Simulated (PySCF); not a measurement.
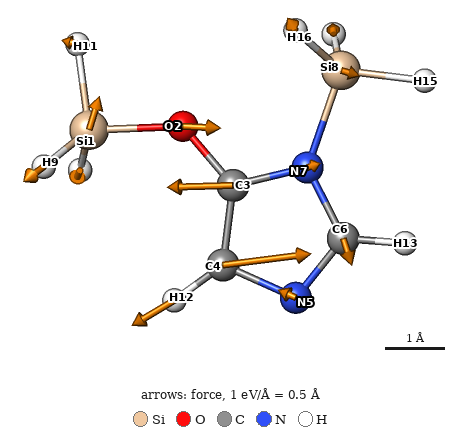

Starting geometry of C3H8N2OSi2 with the computed forces as orange arrows. A ball-and-stick model, seen at a tilt.

The start comes from GFN2-xTB. Its atoms were then displaced at random by about 0.01 Å.

Level of theory: PBE0-D3(BJ)/def2-SVP geometry optimisation, gas phase in PySCF. 

Q: What follows when this structure is relaxed?

A: It isn't relaxed: the largest force vector, on a C atom, is 3.17 eV/Å. The final displacements have little in common with the starting forces (cosine between the two patterns 0.21). The energy falls by 28.9 kJ/mol in 7 geometry steps. The atom that moves furthest after the best rigid fit is an H atom (0.34 Å). By element the largest moves are H 0.34 Å, Si 0.13 Å, O 0.07 Å, C 0.06 Å, N 0.05 Å. Some distances before and after: H–Si 1.435 → 1.491 Å, C–H 1.045 → 1.089 Å, H–Si 1.454 → 1.488 Å, C–N 1.342 → 1.376 Å. Bond angles that change, for instance: O–Si–H 96.1° → 104.8°, Si–O–C 129.4° → 125.0°, C–C–H 132.2° → 128.4°. The run took 97 s on 1 thread of Arm Neoverse V1 (shared host).
